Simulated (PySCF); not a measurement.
Vertical excitations of a molecule C2H6BF2N from TDDFT-PBE0/def2-SVPD (PySCF), as energy in eV (oscillator strength): 6.90 (0.018), 7.93 (0.054), 8.08 (0.012), 8.34 (0.037), 8.83 (0.243), 9.10 (0.005), 9.40 (0.004), 9.73 (0.025), 9.83 (0.006), 9.91 (0.069). Lowest triplet (TDA): 6.69 eV. Coordinates come from a PBE0-D3(BJ)/def2-SVP optimisation. The values are those of a single conformer.

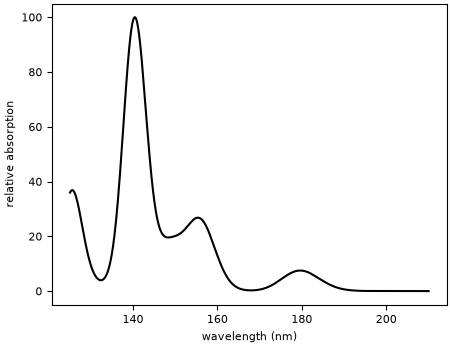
*The lines broadened by 0.4 eV.*

### Question
Which structure fits?
A. CNB(F)CF
B. NB(CF)CF
C. CCNB(F)F
D. C[C@@H](F)B(N)F

### Answer
C, CCNB(F)F
